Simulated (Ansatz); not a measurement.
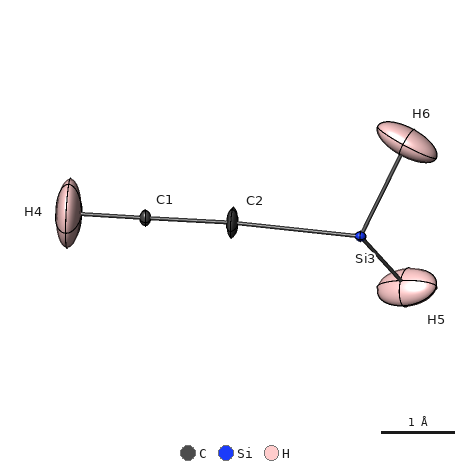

Displacement ellipsoids at the 50 % level, enlarged 1.5 times, from the internal vibrations of the free molecule (harmonic, no overall translation or rotation; no half-axis is drawn under 0.075 Å). The species is neutral and a spin doublet. Vibrations computed with UKS PBE0-D4/def2-TZVP (Ansatz 0.2.0). Temperature: 400 K.

### Which atom moves most?

H4, with U_eq = 0.0306 Å².

### Does H4 move more along its bond or across it?

Across it: the root-mean-square amplitude is 0.076 Å along the bond and up to 0.210 Å across, since bending and torsion are softer than stretching.

List U_eq and the three principal root-mean-square amplitudes for each kind of atom.

```
  atom  U_eq (Å²)   rms amplitudes (Å)
    C1     0.0020  0.033, 0.046, 0.052
    C2     0.0060  0.030, 0.090, 0.095
   Si3    0.00033  0.014, 0.016, 0.024
    H4     0.0306  0.076, 0.205, 0.210
H5, H6     0.0208  0.086, 0.124, 0.199
```
